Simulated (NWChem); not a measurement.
## Run report: F2, energy and gradient calculation (part 2 of 2)

F2, SMILES FF; MP2/cc-pVTZ, RHF (NWChem 7.3.0). The geometry comes from this level: PBE0-D4/def2-TZVP.

Geometry of the input (Å):
```
F  -0.5839  0.2124  -0.2950
F  0.5839  -0.2124  0.2950
```

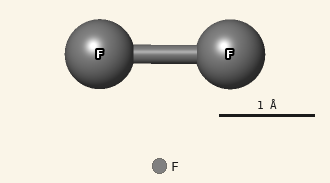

*The input geometry (ball-and-stick view, seen on its broad side).*

### Output, continued
```
 Vector   11  Occ=0.000000D+00  E= 8.342354D-01
              MO Center= -3.1D-13,  1.1D-13, -8.0D-14, r^2= 2.9D+00
   Bfn.  Coefficient  Atom+Function         Bfn.  Coefficient  Atom+Function
  ----- ------------  ---------------      ----- ------------  ---------------
    11      1.246432  1 F  px                41      1.246432  2 F  px
     4      0.772869  1 F  s                 34     -0.772869  2 F  s
    13      0.629727  1 F  pz                43      0.629727  2 F  pz
    12     -0.453403  1 F  py                42     -0.453403  2 F  py
     8     -0.393498  1 F  px                38     -0.393498  2 F  px

 Vector   12  Occ=0.000000D+00  E= 8.707645D-01
              MO Center=  1.0D-13, -3.8D-14,  4.7D-14, r^2= 1.8D+00
   Bfn.  Coefficient  Atom+Function         Bfn.  Coefficient  Atom+Function
  ----- ------------  ---------------      ----- ------------  ---------------
    13      0.650000  1 F  pz                43      0.650000  2 F  pz
    10     -0.467481  1 F  pz                40     -0.467481  2 F  pz
    11     -0.273406  1 F  px                41     -0.273406  2 F  px
     8      0.196634  1 F  px                38      0.196634  2 F  px
     7     -0.168503  1 F  pz                37     -0.168503  2 F  pz

 Vector   13  Occ=0.000000D+00  E= 8.707645D-01
              MO Center= -2.1D-14, -1.8D-15, -8.5D-15, r^2= 1.8D+00
   Bfn.  Coefficient  Atom+Function         Bfn.  Coefficient  Atom+Function
  ----- ------------  ---------------      ----- ------------  ---------------
    12      0.669068  1 F  py                42      0.669068  2 F  py
     9     -0.481196  1 F  py                39     -0.481196  2 F  py
    11      0.265561  1 F  px                41      0.265561  2 F  px
     8     -0.190992  1 F  px                38     -0.190992  2 F  px
     6     -0.173446  1 F  py                36     -0.173446  2 F  py

 Vector   14  Occ=0.000000D+00  E= 9.750082D-01
              MO Center=  2.8D-13, -8.4D-14,  1.2D-13, r^2= 2.7D+00
   Bfn.  Coefficient  Atom+Function         Bfn.  Coefficient  Atom+Function
  ----- ------------  ---------------      ----- ------------  ---------------
    11      0.702344  1 F  px                41     -0.702344  2 F  px
     4     -0.598370  1 F  s                 34     -0.598370  2 F  s
     8     -0.436661  1 F  px                38      0.436661  2 F  px
    13      0.354841  1 F  pz                43     -0.354841  2 F  pz
     3      0.342892  1 F  s                 33      0.342892  2 F  s

 Vector   15  Occ=0.000000D+00  E= 9.997047D-01
              MO Center= -7.4D-14,  1.8D-14, -1.2D-13, r^2= 2.3D+00
   Bfn.  Coefficient  Atom+Function         Bfn.  Coefficient  Atom+Function
  ----- ------------  ---------------      ----- ------------  ---------------
    13      0.991341  1 F  pz                43     -0.991341  2 F  pz
    10     -0.456470  1 F  pz                40      0.456470  2 F  pz
    11     -0.399105  1 F  px                41      0.399105  2 F  px
    12      0.279698  1 F  py                42     -0.279698  2 F  py
     8      0.183771  1 F  px                38     -0.183771  2 F  px

 Vector   16  Occ=0.000000D+00  E= 9.997047D-01
              MO Center=  2.3D-14,  9.2D-15,  7.3D-15, r^2= 2.3D+00
   Bfn.  Coefficient  Atom+Function         Bfn.  Coefficient  Atom+Function
  ----- ------------  ---------------      ----- ------------  ---------------
    12      1.012756  1 F  py                42     -1.012756  2 F  py
     9     -0.466331  1 F  py                39      0.466331  2 F  py
    11      0.426096  1 F  px                41     -0.426096  2 F  px
     8     -0.196199  1 F  px                38      0.196199  2 F  px

 Vector   17  Occ=0.000000D+00  E= 1.167008D+00
              MO Center=  6.9D-14, -3.2D-14,  5.7D-14, r^2= 1.1D+00
   Bfn.  Coefficient  Atom+Function         Bfn.  Coefficient  Atom+Function
  ----- ------------  ---------------      ----- ------------  ---------------
     3      0.917149  1 F  s                 33      0.917149  2 F  s
     4     -0.882166  1 F  s                 34     -0.882166  2 F  s
     1      0.336538  1 F  s                 31      0.336538  2 F  s
    11     -0.248025  1 F  px                41      0.248025  2 F  px
     8      0.187207  1 F  px                38     -0.187207  2 F  px

 Vector   18  Occ=0.000000D+00  E= 1.752144D+00
              MO Center= -8.0D-14,  2.5D-14, -2.8D-14, r^2= 1.5D+00
   Bfn.  Coefficient  Atom+Function         Bfn.  Coefficient  Atom+Function
  ----- ------------  ---------------      ----- ------------  ---------------
     4      2.495929  1 F  s                 34     -2.495929  2 F  s
     3     -1.113903  1 F  s                 33      1.113903  2 F  s
    11      1.047497  1 F  px                41      1.047497  2 F  px
    13      0.529220  1 F  pz                43      0.529220  2 F  pz
     1     -0.430715  1 F  s                 31      0.430715  2 F  s

 Vector   19  Occ=0.000000D+00  E= 1.882359D+00
              MO Center=  1.5D-15, -2.3D-16,  1.1D-15, r^2= 1.0D+00
   Bfn.  Coefficient  Atom+Function         Bfn.  Coefficient  Atom+Function
  ----- ------------  ---------------      ----- ------------  ---------------
    19      0.449220  1 F  d -2              49     -0.449220  2 F  d -2
    23      0.351745  1 F  d  2              53     -0.351745  2 F  d  2
    20      0.243780  1 F  d -1              50     -0.243780  2 F  d -1

 center of mass
 --------------
 x =   0.00000000 y =   0.00000000 z =   0.00000000

 moments of inertia (a.u.)
 ------------------
          17.929778378921          16.828200667798         -23.372500927497
          16.828200667798          58.070042729400           8.502002392534
         -23.372500927497           8.502002392534          52.383147795727

  Mulliken analysis of the total density
  --------------------------------------

    Atom       Charge   Shell Charges
 -----------   ------   -------------------------------------------------------
    1 F    9     9.00   1.95  0.28  1.11  0.63  1.49  2.37  1.16  0.00  0.02  0.00
    2 F    9     9.00   1.95  0.28  1.11  0.63  1.49  2.37  1.16  0.00  0.02  0.00

       Multipole analysis of the density wrt the origin
       ------------------------------------------------

     L   x y z        total         open         nuclear
     -   - - -        -----         ----         -------
     0   0 0 0     -0.000000      0.000000     18.000000

     1   1 0 0      0.000000      0.000000      0.000000
     1   0 1 0     -0.000000      0.000000      0.000000
     1   0 0 1      0.000000      0.000000      0.000000

     2   2 0 0     -6.650061      0.000000     21.915285
     2   1 1 0     -0.121305      0.000000     -7.971924
     2   1 0 1      0.168479      0.000000     11.072117
     2   0 2 0     -6.939408      0.000000      2.899874
     2   0 1 1     -0.061286      0.000000     -4.027603
     2   0 0 2     -6.898415      0.000000      5.593894

                   NWChem MP2 Semi-direct Energy/Gradient Module
                   ---------------------------------------------

  Basis functions       =     60
  Molecular orbitals    =     60
  Frozen core           =      2
  Frozen virtuals       =      0
  Active alpha occupied =      7
  Active beta occupied  =      7
  Active alpha virtual  =     51
  Active beta virtual   =     51
  Use MO symmetry       = F
  Use skeleton AO sym   = F

  AO/Fock/Back tols     =   1.0D-11  1.0D-11  1.0D-11

 GA uses MA = F    GA memory limited = T

 Available:
  local mem=  1.26D+08
 global mem=  1.44D+08
 local disk=  0.00D+00
   1 passes of   7:        6291456                     122430                   3001557.
   1 passes of   7: M    126153828           G      144159408           F     119862372.

 Semi-direct pass number   1 of   1  for RHF alpha+beta  at        2.1s
 Done moints_semi at        2.4s
 Done maket at        2.5s
 Done pijab at        2.5s
 Done wijab at        2.5s
 Done lai at        2.5s
 Done nonsep at        3.7s
 Done multipass loop at        3.7s

          -------------------------------------------
          SCF energy                -198.756013308839
          Correlation energy          -0.518286791543
          Singlet pairs               -0.321670736072
          Triplet pairs               -0.196616055471
          Total MP2 energy          -199.274300100382
          -------------------------------------------

          ---------------------------------------------------
                    Spin Component Scaled (SCS) MP2
          Same spin pairs                     -0.131077370314
          Same spin scaling factor             0.333333333333
          Opposite spin pairs                 -0.387209421229
          Opposite spin scaling fact.          1.200000000000
          SCS-MP2 correlation energy          -0.508343762246
          Total SCS-MP2 energy              -199.264357071085
          ---------------------------------------------------

 Start laifock at        3.7s
 Done laifock at        3.8s
                                NWChem CPHF Module
                                ------------------

    scftype = RHF
    nclosed =    9
      nopen =    0
  variables =      459
  tolerance =   1.0D-06
  max. iter =  100

 SCF residual:    6.5810008084487057E-010

            ----- linear solve (tol: 1.0E-06 prod-acc: 9.7E-14) -----

               iter nbas    rnorm     rnorm-scal   ratio     time
               ---- ---- ----------- ----------- --------- -------
                  1    1  2.9679E-02  1.4285E-01    0.0000     4.1
                  2    2  6.3083E-03  3.0364E-02    0.2126     4.2
                  3    3  8.9015E-04  4.2846E-03    0.1411     4.3
                  4    4  1.2218E-04  5.8807E-04    0.1373     4.5
                  5    5  2.1200E-05  1.0204E-04    0.1735     4.6
                  6    6  3.7638E-06  1.8116E-05    0.1775     4.7
                  7    7  2.6997E-07  1.2994E-06    0.0717     4.8
                  8    8  1.3864E-08  6.6733E-08    0.0514     4.9

 CPHF converged to   6.7D-08 in    8 iters

 Start make_tot_dens at        4.9s
 Done make_tot_dens at        4.9s
                Dipole Moments (a.u.)
                --------------
         Nuclear       SCF       SCF+MP2
       ----------- ----------- -----------
 X       0.000000    0.000000    0.000000
 Y       0.000000   -0.000000   -0.000000
 Z       0.000000    0.000000    0.000000

 MP2 RHF      natural orbital occupation numbers

              1
    1    2.0000
    2    2.0000
    3    1.9885
    4    1.9838
    5    1.9793
    6    1.9793
    7    1.9709
    8    1.9709
    9    1.9234
   10    0.0733
   11    0.0190
   12    0.0190
   13    0.0120
   14    0.0120
   15    0.0096
   16    0.0069
   17    0.0052
   18    0.0052
   19    0.0050
   20    0.0042
   21    0.0042
   22    0.0040
   23    0.0040
   24    0.0029
   25    0.0029
   26    0.0025
   27    0.0025
   28    0.0006
   29    0.0006
   30    0.0006
   31    0.0005
   32    0.0005
   33    0.0004
   34    0.0004
   35    0.0004
   36    0.0004
   37    0.0004
   38    0.0003
   39    0.0003
   40    0.0003
   41    0.0003
   42    0.0003
   43    0.0003
   44    0.0003
   45    0.0003
   46    0.0003
   47    0.0003
   48    0.0003
   49    0.0003
   50    0.0002
   51    0.0002
   52    0.0002
   53    0.0002
   54    0.0002
   55    0.0002
   56    0.0001
   57    0.0001
   58    0.0001
   59    0.0001
   60    0.0000

  MP2 natural orbitals output to ./geom.mp2nos

                         mp2 ENERGY GRADIENTS

    atom               coordinates                        gradient
                 x          y          z           x          y          z
   1 F      -1.103411   0.401378  -0.557469    0.014316  -0.005208   0.007233
   2 F       1.103411  -0.401378   0.557469   -0.014316   0.005208  -0.007233

                 ----------------------------------------
                 |  Time  |  1-e(secs)   |  2-e(secs)   |
                 ----------------------------------------
                 |  CPU   |       0.00   |       0.44   |
                 ----------------------------------------
                 |  WALL  |       0.00   |       0.44   |
                 ----------------------------------------
 -----------------------
 Task  times  cpu:        5.5s     wall:        5.5s
 Total times  cpu:        5.5s     wall:        5.5s
```

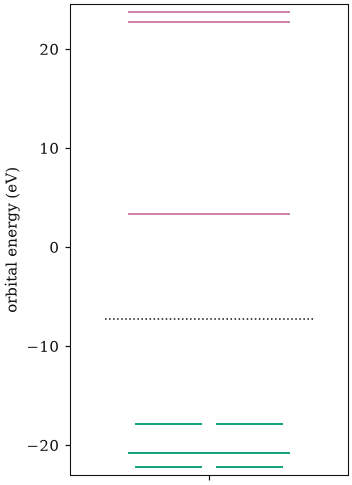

*Orbital energies near the frontier (SCF reference); the dotted line parts filled from empty levels, and levels within 0.02 eV of each other stand side by side.*

Highest filled −17.88 eV, lowest empty 3.37 eV, 21.25 eV apart.

### Results in brief

- outcome: converged
- total energy: −199.274300 hartree
- SCF energy: −198.756013 hartree
- correlation energy: −0.518287 hartree
- basis functions: 60
- largest force: 0.867 eV/Å
- HOMO of the SCF reference: −17.88 eV
- LUMO of the SCF reference: 3.37 eV
- wall time: 6 s
- peak memory: 0.15 GiB
